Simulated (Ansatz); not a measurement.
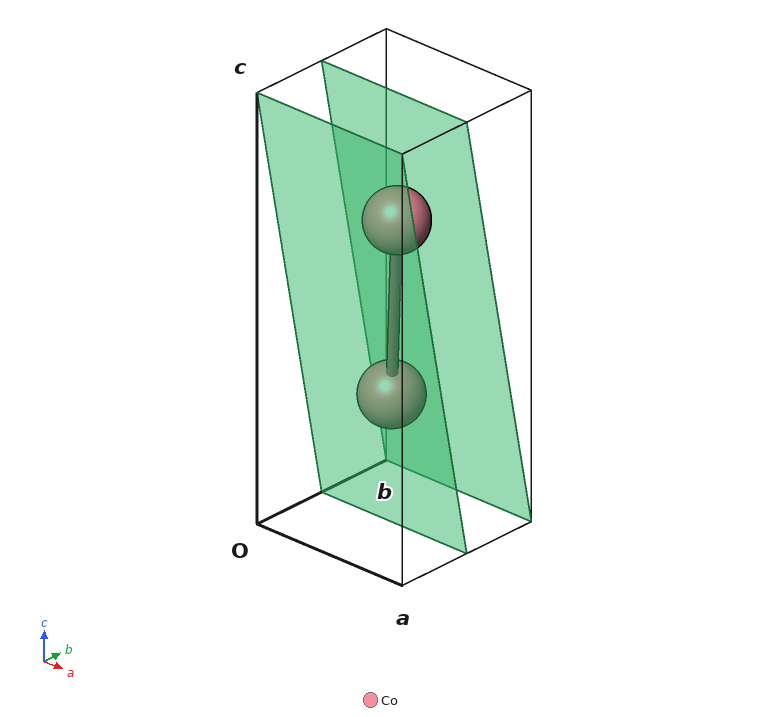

Crystal: Co, the input geometry of an electronic-structure calculation (not necessarily at equilibrium). Every member of one family of equally spaced planes, hx + ky + lz = a whole number, that cuts the unit cell is shaded (one member passes through the origin O, touching the cell only at an edge or corner). The drawing is computed from the coordinates (standard cell, symmetry found to 0.002 Å).

a = 2.527 Å, b = 2.527 Å, c = 4.119 Å, α = 90.00°, β = 90.00°, γ = 120.00°.

Q: Index the planes.

A: (0 2 1), in four indices (0 2 −2 1); the opposite sign names the same planes. The member next to the origin meets the axes a never, b at 1/2, c at 1.

Q: What is the spacing?

A: d = 1.058 Å.

Q: Which atoms of the cell lie in these planes (within 0.03 Å)?

A: No atom.
